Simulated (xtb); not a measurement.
# C3H6ClSi: energy and gradient calculation

The run: energy and gradient calculation of C3H6ClSi, multiplicity 2. Method and program: GFN2-xTB (xtb 6.7.1).

The geometry comes from this level: GFN2-xTB.

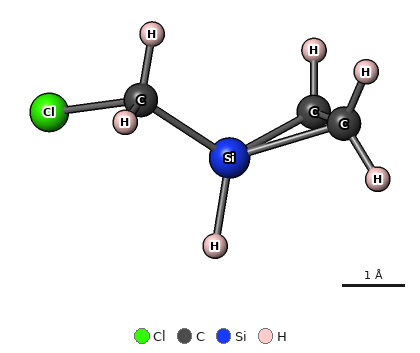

**Figure 1.** The structure (ball-and-stick view, seen at a tilt). Bond lengths as drawn: C–C 1.47 Å, C–Cl 1.80 Å, C–H 1.08 to 1.09 Å, C–Si 1.83 to 1.99 Å and H–Si 1.45 Å.

### Results in brief

| quantity | value |
| --- | --- |
| outcome | converged |
| electrons treated | 29 |
| total energy | −15.608805 hartree |
| dispersion energy | −0.006651 hartree |
| basis functions | 38 |
| largest force | 0.016 eV/Å |
| dipole moment | 2.23 D |
| hardware | 1 thread of Intel Xeon @ 2.90GHz (Ice Lake), 192 GiB of memory available, shared host |
| peak memory | 0.069 GiB |

### Input file (coord)
```
$coord
      0.394612609344     -0.795064472414      5.818315559633  cl
      1.715228814278     -0.370121758769      2.720827674236  c
     -0.829589768711     -1.028256676193      0.238143286225  si
     -2.542588706161      1.342971664988     -1.602279883809  c
     -0.426530083589      0.478478654755     -3.174229663318  c
      2.400235637193      1.566998697062      2.646448053971  h
      3.332607609823     -1.637957913042      2.622183970531  h
     -1.558343751411     -3.672474853336      0.265601006816  h
     -2.674888432147      3.334572924992     -1.149784963267  h
      0.970733412959      1.803252257163     -3.872937000637  h
     -0.781439547055     -1.022398525206     -4.512269143120  h
$end
```

Run as:
```bash
xtb --grad --uhf 1 --json -- coord > run.log
```

### Log
```
* xtb version 6.7.1
   ID    Z sym.   atoms
    1   17 cl     1
    2    6 c      2, 4, 5
    3   14 si     3
    4    1 h      6-11

           -------------------------------------------------
          |                Calculation Setup                |
           -------------------------------------------------

          program call               : xtb --grad --uhf 1 --json -- coord
          coordinate file            : coord
          omp threads                :                     1

           -------------------------------------------------
          |                 G F N 2 - x T B                 |
           -------------------------------------------------

      * Hamiltonian:
        H0-scaling (s, p, d)           1.850000    2.230000    2.230000
        zeta-weighting                 0.500000
      * Dispersion:
        s8                             2.700000
        a1                             0.520000
        a2                             5.000000
        s9                             5.000000
      * Repulsion:
        kExp                           1.500000    1.000000
        rExp                           1.000000
      * Coulomb:
        alpha                          2.000000
        third order                    shell-resolved
        anisotropic                    true
        a3                             3.000000
        a5                             4.000000
        cn-shift                       1.200000
        cn-exp                         4.000000
        max-rad                        5.000000

          ...................................................
          :                      SETUP                      :
          :.................................................:
          :  # basis functions                  38          :
          :  # atomic orbitals                  36          :
          :  # shells                           18          :
          :  # electrons                        29          :
          :  max. iterations                   250          :
          :  Hamiltonian                  GFN2-xTB          :
          :  restarted?                      false          :
          :  GBSA solvation                  false          :
          :  PC potential                    false          :
          :  electronic temp.          300.0000000     K    :
          :  accuracy                    1.0000000          :
          :  -> integral cutoff          0.2500000E+02      :
          :  -> integral neglect         0.1000000E-07      :
          :  -> SCF convergence          0.1000000E-05 Eh   :
          :  -> wf. convergence          0.1000000E-03 e    :
          :  Broyden damping             0.4000000          :
          :  net charge                          0          :
          :  unpaired electrons                  1          :
          ...................................................

 iter      E             dE          RMSdq      gap      omega  full diag
   1    -15.6614523 -0.156615E+02  0.633E+00    3.36       0.0  T
   2    -15.6834733 -0.220210E-01  0.470E+00    2.21       1.0  T
   3    -15.7233474 -0.398741E-01  0.344E+00    3.29       1.0  T
   4    -15.7652669 -0.419195E-01  0.128E+00    2.86       1.0  T
   5    -15.7660021 -0.735181E-03  0.673E-01    2.91       1.0  T
   6    -15.7665158 -0.513733E-03  0.498E-01    2.87       1.0  T
   7    -15.7668324 -0.316533E-03  0.168E-01    2.88       1.0  T
   8    -15.7669214 -0.890496E-04  0.800E-02    2.89       1.0  T
   9    -15.7669357 -0.143180E-04  0.123E-02    2.88       2.4  T
  10    -15.7669359 -0.214613E-06  0.653E-03    2.89       4.6  T
  11    -15.7669360 -0.910201E-07  0.318E-03    2.89       9.5  T
  12    -15.7669360  0.213920E-07  0.341E-03    2.89       8.8  T
  13    -15.7669361 -0.568215E-07  0.179E-03    2.89      16.8  T
  14    -15.7669361 -0.122505E-07  0.777E-04    2.89      38.8  T
  15    -15.7669361 -0.280325E-08  0.219E-04    2.89     137.7  T

   *** convergence criteria satisfied after 15 iterations ***

         #    Occupation            Energy/Eh            Energy/eV
      -------------------------------------------------------------
         1        2.0000           -1.0524587             -28.6389
       ...           ...                  ...                  ...
         9        2.0000           -0.4650467             -12.6546
        10        2.0000           -0.4551901             -12.3864
        11        2.0000           -0.4270808             -11.6215
        12        2.0000           -0.4143392             -11.2747
        13        2.0000           -0.4027361             -10.9590
        14        2.0000           -0.3740702             -10.1790
        15        1.0000           -0.3132295              -8.5234 (HOMO)
        16                         -0.2071752              -5.6375 (LUMO)
        17                         -0.1756907              -4.7808
        18                         -0.1532691              -4.1707
        19                         -0.1364289              -3.7124
        20                         -0.1140040              -3.1022
       ...                                ...                  ...
        36                          0.7421637              20.1953
      -------------------------------------------------------------
                  HL-Gap            0.1060543 Eh            2.8859 eV
             Fermi-level           -0.3019261 Eh           -8.2158 eV

 SCC (total)                   0 d,  0 h,  0 min,  0.009 sec
 SCC setup                      ...        0 min,  0.000 sec (  0.971%)
 Dispersion                     ...        0 min,  0.000 sec (  0.518%)
 classical contributions        ...        0 min,  0.000 sec (  0.209%)
 integral evaluation            ...        0 min,  0.001 sec ( 12.409%)
 iterations                     ...        0 min,  0.005 sec ( 57.813%)
 molecular gradient             ...        0 min,  0.002 sec ( 26.409%)
 printout                       ...        0 min,  0.000 sec (  1.557%)

         :::::::::::::::::::::::::::::::::::::::::::::::::::::
         ::                     SUMMARY                     ::
         :::::::::::::::::::::::::::::::::::::::::::::::::::::
         :: total energy             -15.608804529361 Eh    ::
         :: gradient norm              0.000554830426 Eh/a0 ::
         :: HOMO-LUMO gap              2.885885191075 eV    ::
         ::.................................................::
         :: SCC energy               -15.766926088999 Eh    ::
         :: -> isotropic ES            0.020927839484 Eh    ::
         :: -> anisotropic ES         -0.000011656453 Eh    ::
         :: -> anisotropic XC          0.004761714748 Eh    ::
         :: -> dispersion             -0.006650815476 Eh    ::
         :: repulsion energy           0.158121559638 Eh    ::
         :: add. restraining           0.000000000000 Eh    ::
         :: total charge               0.000000000000 e     ::
         :::::::::::::::::::::::::::::::::::::::::::::::::::::

           -------------------------------------------------
          |                Property Printout                |
           -------------------------------------------------

    * Orbital Energies and Occupations

         #    Occupation            Energy/Eh            Energy/eV
      -------------------------------------------------------------
         1        2.0000           -1.0524587             -28.6389
       ...           ...                  ...                  ...
         3        2.0000           -0.6016208             -16.3709
         4        2.0000           -0.5695829             -15.4991
         5        2.0000           -0.5388383             -14.6625
         6        2.0000           -0.5134469             -13.9716
         7        2.0000           -0.4997675             -13.5994
         8        2.0000           -0.4914340             -13.3726
         9        2.0000           -0.4650467             -12.6546
        10        2.0000           -0.4551901             -12.3864
        11        2.0000           -0.4270808             -11.6215
        12        2.0000           -0.4143392             -11.2747
        13        2.0000           -0.4027361             -10.9590
        14        2.0000           -0.3740702             -10.1790
        15        1.0000           -0.3132295              -8.5234 (HOMO)
        16                         -0.2071752              -5.6375 (LUMO)
        17                         -0.1756907              -4.7808
        18                         -0.1532691              -4.1707
        19                         -0.1364289              -3.7124
        20                         -0.1140040              -3.1022
        21                         -0.0624322              -1.6989
        22                          0.0209697               0.5706
        23                          0.0239248               0.6510
        24                          0.0261998               0.7129
        25                          0.0263689               0.7175
        26                          0.0950811               2.5873
       ...                                ...                  ...
        36                          0.7421637              20.1953
      -------------------------------------------------------------
                  HL-Gap            0.1060543 Eh            2.8859 eV
             Fermi-level           -0.3019261 Eh           -8.2158 eV

     #   Z          covCN         q      C6AA      α(0)
     1  17 cl       0.972    -0.239   106.744    15.806
     2   6 c        3.608    -0.070    22.406     6.837
     3  14 si       3.617     0.442    99.321    19.128
     4   6 c        2.786    -0.170    32.401     9.324
     5   6 c        3.684    -0.124    23.091     6.880
     6   1 h        0.925     0.052     2.298     2.371
     7   1 h        0.925     0.058     2.221     2.331
     8   1 h        0.921    -0.040     3.866     3.075
     9   1 h        0.925     0.042     2.422     2.434
    10   1 h        0.925     0.021     2.724     2.581
    11   1 h        0.926     0.029     2.597     2.520

 Mol. C6AA /au·bohr⁶  :       2030.856400
 Mol. C8AA /au·bohr⁸  :      70294.033842
 Mol. α(0) /au        :         73.286319

Wiberg/Mayer (AO) data.
largest (>0.10) Wiberg bond orders for each atom

 ---------------------------------------------------------------------------
     #   Z sym  total        # sym  WBO       # sym  WBO       # sym  WBO
 ---------------------------------------------------------------------------
     1  17 cl   0.980 --     2 c    0.954
     2   6 c    3.894 --     6 h    0.990     7 h    0.983     1 cl   0.954
                             3 si   0.831
     3  14 si   3.617 --     4 c    1.201     8 h    0.865     2 c    0.831
                             5 c    0.670
     4   6 c    3.531 --     5 c    1.251     3 si   1.201     9 h    0.963
     5   6 c    3.950 --     4 c    1.251    11 h    0.977    10 h    0.976
                             3 si   0.670
     6   1 h    0.997 --     2 c    0.990
     7   1 h    0.997 --     2 c    0.983
     8   1 h    0.998 --     3 si   0.865
     9   1 h    0.998 --     4 c    0.963
    10   1 h    0.999 --     5 c    0.976
    11   1 h    0.999 --     5 c    0.977
 ---------------------------------------------------------------------------

Topologies differ in total number of bonds
Writing topology from bond orders to xtbtopo.mol

molecular dipole:
                 x           y           z       tot (Debye)
 q only:        0.169      -0.243      -0.795
   full:        0.722      -0.157      -0.470       2.225
molecular quadrupole (traceless):
                xx          xy          yy          xz          yz          zz
 q only:        4.266       0.648       4.492      -1.223       2.186      -8.759
  q+dip:        1.312       0.515       6.826      -0.975       1.713      -8.138
   full:        0.784       1.140       4.908      -1.749       1.825      -5.691

           -------------------------------------------------
          | TOTAL ENERGY              -15.608804529361 Eh   |
          | GRADIENT NORM               0.000554830426 Eh/α |
          | HOMO-LUMO GAP               2.885885191075 eV   |
           -------------------------------------------------

------------------------------------------------------------------------
------------------------------------------------------------------------
 total:
 *  cpu-time:     0 d,  0 h,  0 min,  0.018 sec
 * ratio c/w:     1.000 speedup
 SCF:
 *  cpu-time:     0 d,  0 h,  0 min,  0.009 sec
 * ratio c/w:     1.000 speedup
```

### Standard error
```
normal termination of xtb
```
